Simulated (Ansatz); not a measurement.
# HF (hydrogen fluoride): r2SCAN/cc-pVTZ

Aim: the energy change on altering one bond length of HF (hydrogen fluoride) at r2SCAN/cc-pVTZ, from 2 runs. 

The results are computed with Ansatz 0.2.0.

37 further runs of the same task are left out: 37 set aside as unsound or not needed.

## Step 1: Starting point

HF: 2 atoms, total charge 0, spin state singlet. SMILES: `F`. Geometry: relaxed at PBE0-D4/def2-TZVP.

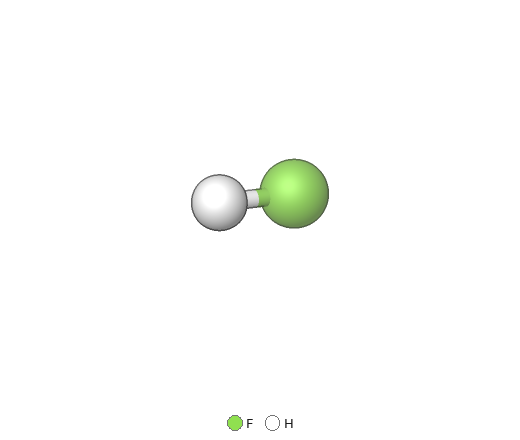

Viewed from a chosen angle; fluorine green, hydrogen white.

## Step 2: The energy at r2SCAN/cc-pVTZ

The input, job.yaml:

```yaml
basis:
  gaussian:
    orbitals: cc-pVTZ
crystal:
  periodic: [false, false, false]
  atoms:
    - symbol: F
      position_ang: [-0.390000, 0.144600, -0.196400]
    - symbol: H
      position_ang: [0.390000, -0.144600, 0.196400]
hamiltonian:
  xc: r2scan
accuracy: high
output: {orbitals: {seedname: orbitals}}
```

On the command line:

```bash
$ ansatz run job.yaml --threads 1 --pin off --max-ram 3480MiB --events-out events.jsonl --progress --plain --runs-dir runs
```

Log:

```text
Warning: RAYON_NUM_THREADS=1 ignored (pool sized by the plan → 1); use --threads N
Functional definition: r2SCAN
  name "r2SCAN"
  parameter k0 = 0.174
  parameter k1 = 0.065
  parameter a1 = 4.9479
  exchange = r2scan_x(k0 = k0, k1 = k1, a1 = a1)
  correlation = r2scan_c
585 factors; integrals over basis functions are off by at most 3.6e-9 eV
mean field evaluation 1: about -2731.6298 eV, gradient 3.3e1 eV
mean field evaluation 2: about -2729.6767 eV, gradient 5.2e1 eV
mean field evaluation 4: about -2733.0720 eV, gradient 6.2e-1 eV
mean field evaluation 8: about -2733.0728 eV, gradient 2.9e-3 eV
mean field evaluation 16: about -2733.0728 eV, gradient 4.7e-8 eV
mean field -2733.07276061 eV, -100.4385714092 hartree, gradient 4.7e-8 eV, S^2 0.000000; 0 other end points of the search recorded, 0 dependent functions left out
reference -2733.07276090 eV, -100.4385714197 hartree; 5, 5 occupied and 39, 39 virtual orbitals, 585 factors
Total energy: -2733.07276090 eV, -100.4385714197 hartree
```

Wall time 1.2 s (1 thread of Arm Neoverse V1, shared host); peak memory 0.089 GiB.

## Step 3: The distorted shape at the same level

The input, in.yaml:

```yaml
basis:
  gaussian: {orbitals: cc-pVTZ}
crystal:
  periodic: [false, false, false]
  atoms:
    - {symbol: F, position_ang: [-0.507038, 0.187994, -0.255339]}
    - {symbol: H, position_ang: [0.390000, -0.144600, 0.196400]}
hamiltonian: {xc: {name: r2SCAN}}
accuracy: high
output: {orbitals: {seedname: orbitals}}
```

On the command line:

```bash
$ ansatz run in.yaml --threads 1 --pin off --max-ram 3480MiB --events-out events.jsonl --progress --plain --runs-dir runs
```

Log, cut to the lines that bear on the results:

```text
Warning: RAYON_NUM_THREADS=1 ignored (pool sized by the plan → 1); use --threads N
[... 7 set-up lines as earlier in the session ...]
586 factors; integrals over basis functions are off by at most 3.2e-9 eV
mean field evaluation 1: about -2731.1842 eV, gradient 3.2e1 eV
mean field evaluation 2: about -2727.9302 eV, gradient 5.9e1 eV
mean field evaluation 4: about -2732.6682 eV, gradient 6.8e-1 eV
mean field evaluation 8: about -2732.6677 eV, gradient 5.9e-3 eV
mean field evaluation 16: about -2732.6677 eV, gradient 6.6e-8 eV
mean field -2732.66765552 eV, -100.4236840716 hartree, gradient 6.6e-8 eV, S^2 0.000000; 0 other end points of the search recorded, 0 dependent functions left out
reference -2732.66765588 eV, -100.4236840849 hartree; 5, 5 occupied and 39, 39 virtual orbitals, 586 factors
Total energy: -2732.66765588 eV, -100.4236840849 hartree
```

Run time: 1.2 s. Hardware: 1 thread of Arm Neoverse V1, shared host; peak memory 0.09 GiB.

## Step 4: Summary of results

At r2SCAN/cc-pVTZ:

| quantity | value |
| --- | --- |
| first shape: total energy | -100.43857 Eh |
| first shape: HOMO energy | -9.71 eV |
| first shape: LUMO energy | 1.24 eV |
| first shape: HOMO–LUMO gap | 10.96 eV |
| distorted shape: total energy | -100.42368 Eh |
| distorted shape: HOMO energy | -9.40 eV |
| distorted shape: LUMO energy | -0.16 eV |
| distorted shape: HOMO–LUMO gap | 9.24 eV |
| energy change with the F1–H2 bond stretched from 0.920 to 1.058 Å | 0.405 eV |

In words: With the F1–H2 bond stretched from 0.920 to 1.058 Å the energy rises by 0.41 eV (39.1 kJ/mol). The first shape isn't relaxed at this level, so the change isn't measured from a minimum.
